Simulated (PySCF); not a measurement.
O3, SMILES `[O-][O+]=O`.

PySCF calculation, CAM-B3LYP/def2-SVPD, gas phase; geometry: GFN2-xTB. No frequency check shows the geometry to be a minimum.

Geometry (Å), atoms numbered from 1:

```
O1      -1.0725   -0.2049    0.0000
O2       0.0000    0.4098    0.0000
O3       1.0725   -0.2049    0.0000
```

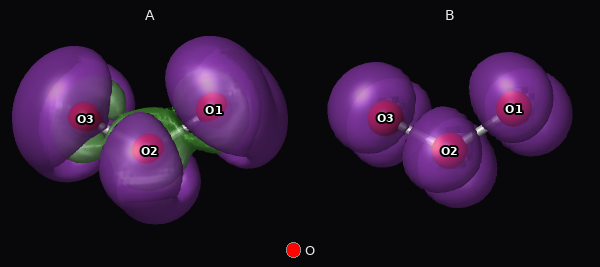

The Fukui function f⁺ from two separate SCF calculations and the density of the LUMO, at ±0.02 e/Å³ (purple positive, green negative).

Which panel is which, and how good is the frozen-orbital picture?

Answer. A is f⁺ (it has negative regions), B the LUMO density. The LUMO lies on O2 (34 %) and O1 and O3 (33 % each); f⁺ (Hirshfeld-condensed) is largest on O1 and O3 (0.37 each) and O2 (0.26); the vertical electron affinity is 2.37 eV (the stability of the anion's solution wasn't checked). Relaxation shifts 9 % of the electron between atoms. The orbital energy is −3.93 eV.
